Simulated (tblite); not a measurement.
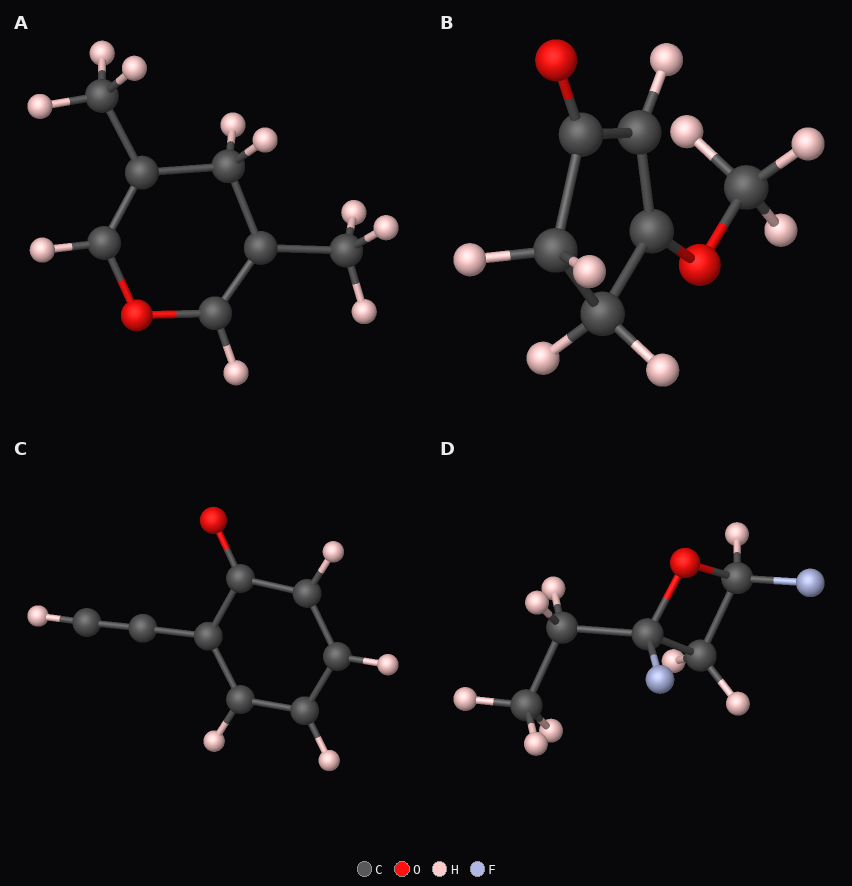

Source: calculation with tblite.

```xyz
16
charge 0, multiplicity 1
C     2.5792    0.2939   -0.5124
O     1.3846   -0.1690   -1.1104
C     0.2640   -0.0739   -0.3906
C     0.0632    0.4046    0.8504
C    -1.3385    0.3012    1.2152
O    -1.8579    0.6384    2.2540
C    -2.0716   -0.3241    0.0296
C    -1.0010   -0.5698   -1.0319
H     3.3663    0.1323   -1.2462
H     2.5095    1.3583   -0.2728
H     2.8027   -0.2669    0.3991
H     0.7952    0.8155    1.5203
H    -2.5606   -1.2417    0.3552
H    -2.8515    0.3575   -0.3085
H    -0.9003   -1.6244   -1.2926
H    -1.1912   -0.0231   -1.9566
```

Which picture belongs to the input above?

Answer. B. The file holds C6H8O2, `COC1=CC(=O)CC1`.
